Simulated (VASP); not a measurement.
Band structure of MnGe (relaxed from the rocksalt structure, space group Fm-3m). Computed with PBEsol GGA, VASP's PBE PAW potentials (set 64) (plane waves; VASP).

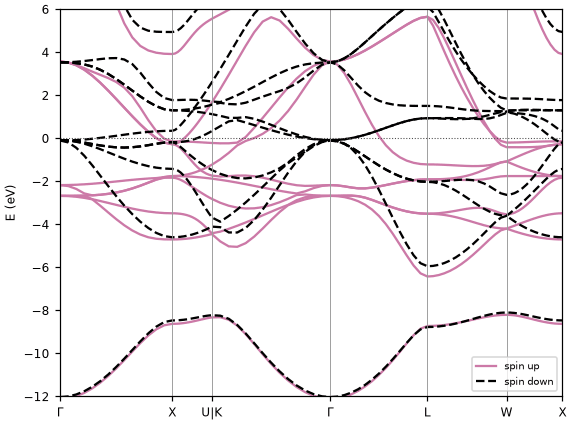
*Bands along high-symmetry lines, zero at the valence-band maximum or, without a gap, the Fermi level*

**Question.** Read the plot: is there a gap, and where are the band edges?

**Answer.** It has no gap at this level: it comes out as a metal or semimetal. (Edges off the drawn lines would not show.)

The structure was generated: MnGe was put into the rocksalt type (Fm-3m), which need not be its known phase. It was relaxed first, which changed the volume by -18 %.
